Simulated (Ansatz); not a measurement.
# One shape, several levels: CH2ClF (chlorofluoromethane)

Wanted: a comparison of 6 runs (B2PLYP/STO-3G, BLYP/STO-3G, HSE06/STO-3G, UPBE0/STO-3G, r2SCAN/STO-3G, UCCSD(T)/STO-3G) of CH2ClF (chlorofluoromethane). 

The results are computed with Ansatz 0.2.0.

70 further runs of the same task are left out: 2 that didn't finish, 68 set aside as unsound or not needed.

## Step 1: The structure to begin with

CH2ClF: 5 atoms, total charge 0, spin state singlet. SMILES: `FCCl`. The H4–C2 distance was set to 2.723 Å, away from the relaxed value. At this shape a bond of the SMILES string is far longer than usual.

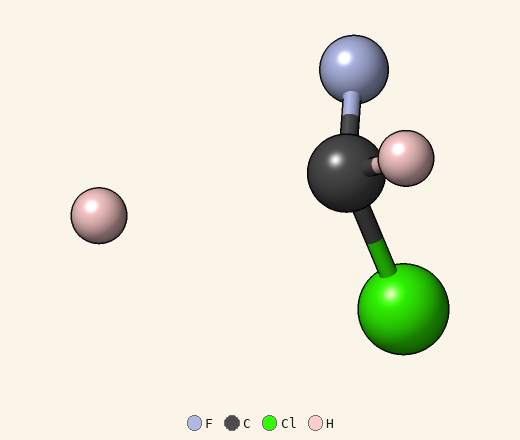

Viewed from a chosen angle; fluorine light blue, carbon dark grey, chlorine green, hydrogen pink.

## Step 2: A single-point energy at B2PLYP/STO-3G (run 1)

The input, run.yaml:

```yaml
crystal:
  periodic: [false, false, false]
  atoms:
    - {symbol: F, position_ang: [-2.093297, 1.148396, -0.264758]}
    - {symbol: C, position_ang: [-1.039287, 0.677196, -0.973188]}
    - {symbol: Cl, position_ang: [-1.545817, -0.645014, -2.029318]}
    - {symbol: H, position_ang: [0.832130, -0.302600, 0.745580]}
    - {symbol: H, position_ang: [-0.645127, 1.473546, -1.603338]}
basis:
  gaussian:
    orbitals: STO-3G
hamiltonian:
  xc: {name: B2PLYP}
accuracy: high
total_charge: 0
correlation:
  frozen_orbitals: {C: 1, Cl: 5, F: 1, H: 0}
```

The run is started by

```sh
$ ansatz run run.yaml --threads 1 --pin off --max-ram 3480MiB --events-out events.jsonl --progress --plain --runs-dir runs
```

Output:

```text
Warning: RAYON_NUM_THREADS=1 ignored (pool sized by the plan → 1); use --threads N
Functional definition: B2PLYP
  name "B2PLYP"
  parameter a = 0.53
  parameter c = 0.27
  exchange = (1 - a)*b88_x + a*exact_x
  correlation = (1 - c)*lyp_c + c*(mp2_os + mp2_ss)
373 factors; integrals over basis functions are off by at most 3.3e-8 eV
mean field evaluation 1: about -16092.4475 eV, gradient 3.7e1 eV
mean field evaluation 2: about -16092.4668 eV, gradient 3.7e1 eV
mean field evaluation 4: about -16100.6879 eV, gradient 1.4e1 eV
mean field evaluation 8: about -16102.0258 eV, gradient 2.7e-1 eV
mean field evaluation 16: about -16102.0207 eV, gradient 1.1e-5 eV
mean field -16102.02065706 eV, -591.7383448054 hartree, gradient 2.7e-8 eV, S^2 0.000000; 1 other end points of the search recorded, 0 dependent functions left out; unrestricted orbitals would lower it
7 core orbitals not correlated: weight in the atoms' cores, before any rotation towards them, 1.000 or more for the frozen orbitals, at most 0.000 for the correlated occupied ones
reference -16102.02067427 eV, -591.7383454379 hartree; 10, 10 occupied and 4, 4 virtual orbitals, 373 factors
second order -7.96798766 eV of doubles, -0.00000000 eV of singles
Total energy: -16104.17203094 eV, -591.8174063372 hartree
```

Run time: 2.2 s. Hardware: 1 thread of Arm Neoverse V1, shared host; peak memory 0.099 GiB.

## Step 3: A single-point energy at BLYP/STO-3G (run 2)

The input, in.yaml:

```yaml
crystal:
  periodic: [false, false, false]
  atoms:
    - symbol: F
      position_ang: [-2.093297, 1.148396, -0.264758]
    - symbol: C
      position_ang: [-1.039287, 0.677196, -0.973188]
    - symbol: Cl
      position_ang: [-1.545817, -0.645014, -2.029318]
    - symbol: H
      position_ang: [0.832130, -0.302600, 0.745580]
    - symbol: H
      position_ang: [-0.645127, 1.473546, -1.603338]
basis:
  gaussian:
    orbitals: STO-3G
hamiltonian:
  xc: {name: BLYP}
accuracy: high
```

The run is started by

```sh
$ ansatz run in.yaml --threads 1 --pin off --max-ram 3480MiB --events-out events.jsonl --progress --plain --runs-dir runs
```

Output:

```text
Warning: RAYON_NUM_THREADS=1 ignored (pool sized by the plan → 1); use --threads N
Functional definition: BLYP
  name "BLYP"
  parameter beta = 0.0042
  parameter a = 0.04918
  parameter b = 0.132
  parameter c = 0.2533
  parameter d = 0.349
  exchange = b88_x(beta = beta)
  correlation = lyp_c(a = a, b = b, c = c, d = d)
373 factors; integrals over basis functions are off by at most 3.3e-8 eV
mean field evaluation 1: about -16100.5800 eV, gradient 3.1e1 eV
mean field evaluation 2: about -16083.6212 eV, gradient 6.9e1 eV
mean field evaluation 4: about -16101.0679 eV, gradient 2.2e1 eV
mean field evaluation 8: about -16102.3772 eV, gradient 2.3e1 eV
mean field evaluation 16: about -16111.1958 eV, gradient 1.5e-6 eV
mean field -16111.19578420 eV, -592.0755245087 hartree, gradient 1.2e-8 eV, S^2 0.000000; 0 other end points of the search recorded, 0 dependent functions left out
reference -16111.19582076 eV, -592.0755258522 hartree; 17, 17 occupied and 4, 4 virtual orbitals, 373 factors
Total energy: -16111.19582076 eV, -592.0755258522 hartree
```

Wall time 1.4 s (1 thread of Arm Neoverse V1, shared host); peak memory 0.095 GiB.

Runs 3 to 5 aren't shown in full; the table further down has their settings and results.

## Step 4: A single-point energy at UCCSD(T)/STO-3G (run 6)

The input, molecule.yaml:

```yaml
crystal:
  periodic: [false, false, false]
  atoms:
    - symbol: F
      position_ang: [-2.093297, 1.148396, -0.264758]
    - symbol: C
      position_ang: [-1.039287, 0.677196, -0.973188]
    - symbol: Cl
      position_ang: [-1.545817, -0.645014, -2.029318]
    - symbol: H
      position_ang: [0.832130, -0.302600, 0.745580]
    - symbol: H
      position_ang: [-0.645127, 1.473546, -1.603338]
basis:
  gaussian: {orbitals: STO-3G}
magnetization: {spin_polarized: true}
correlation: {method: ccsd_t, frozen_orbitals: {C: 1, Cl: 5, F: 1, H: 0}}
accuracy: high
scf: {omitted_lower_state_checks: [cluster_reference, increment]}
```

The run is started by

```sh
$ ansatz run molecule.yaml --threads 1 --pin off --max-ram 3480MiB --events-out events.jsonl --progress --plain --runs-dir runs
```

Output:

```text
Warning: RAYON_NUM_THREADS=1 ignored (pool sized by the plan → 1); use --threads N
[... 15 lines left out ...]
7 core orbitals not correlated: weight in the atoms' cores, before any rotation towards them, 1.000 or more for the frozen orbitals, at most 0.000 for the correlated occupied ones
[... 35 lines left out ...]
Total energy: -16084.58215758 eV, -591.0974917696 hartree
Checks for a lower state left out: cluster_reference, increment
```

Run time: 0.6 s. Hardware: 1 thread of Arm Neoverse V1, shared host.

## Step 5: The series

| run | level | frozen core orbitals | energy (Eh) | wall time |
| --- | --- | --- | --- | --- |
| 1 | B2PLYP/STO-3G | 7 | -591.817406 | 2.2 s |
| 2 | BLYP/STO-3G | – | -592.075526 | 1.4 s |
| 3 | HSE06/STO-3G | – | -591.877482 | 1.7 s |
| 4 | UPBE0/STO-3G | – | -591.956149 | 4.8 s |
| 5 | r2SCAN/STO-3G | – | -592.113647 | 3.3 s |
| 6 | UCCSD(T)/STO-3G | 7 | -591.097492 | 0.6 s |

## Step 6: Summary of results

```
                                          quantity          value
                               run 6: total energy  -591.09749 Eh
run 6: correlation energy (7 core orbitals frozen)      -91.8 mEh
                             run 6: (T) correction      -2.83 mEh
          run 6: ⟨S²⟩ of the reference determinant          0.992
                              run 6: T1 diagnostic          0.016
```

In words: Totals of different functionals can't be ranked against each other. In run 1 the log says that unrestricted orbitals would lower the reference, so the values rest on an unstable closed-shell determinant (other closed-shell runs at this shape may share the fault). In runs 1, 2, 3, 4, 5, 6 the basis is minimal, so the values are rough. In runs 1, 2, 3, 5 a closed-shell determinant meets a far-stretched bond, which it describes badly. Spin contamination of the reference: run 6 ⟨S²⟩ = 0.99, run 4 ⟨S²⟩ = 0.96. Where it is this large, the reference is a mixture of spin states, and values that rest on it are in doubt. All runs together took 14 s, the longest 4.8 s.
